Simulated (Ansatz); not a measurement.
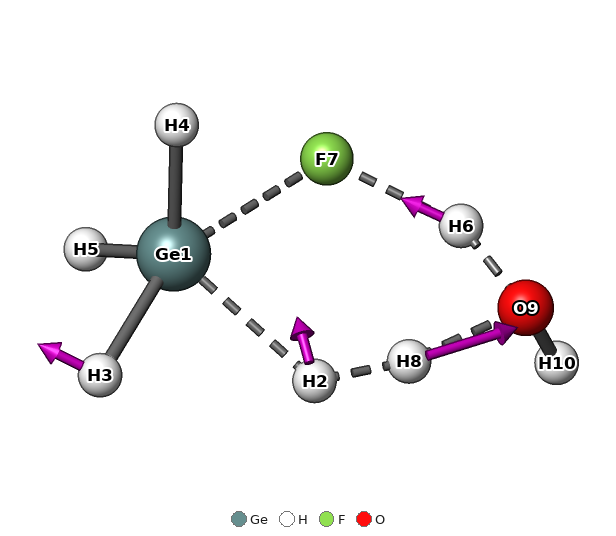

The arrows show one normal mode. Broken sticks mark bonds that form or break. Harmonic vibrations computed with RKS PBE0-D4/def2-TZVP (Ansatz 0.2.0) at a stationary point of the same level. It is a saddle point of order 1.

Question: At what wavenumber does it lie?

Answer: 841i cm⁻¹; it is mode 1 of 24 counted from the lowest. It is the reaction coordinate: Ge1–F7 forms (1.98 Å), H2–H8 forms (0.95 Å), H6–O9 forms (1.03 Å), Ge1–H2 breaks (1.78 Å), H6–F7 breaks (1.41 Å), H8–O9 breaks (1.30 Å), or the reverse.
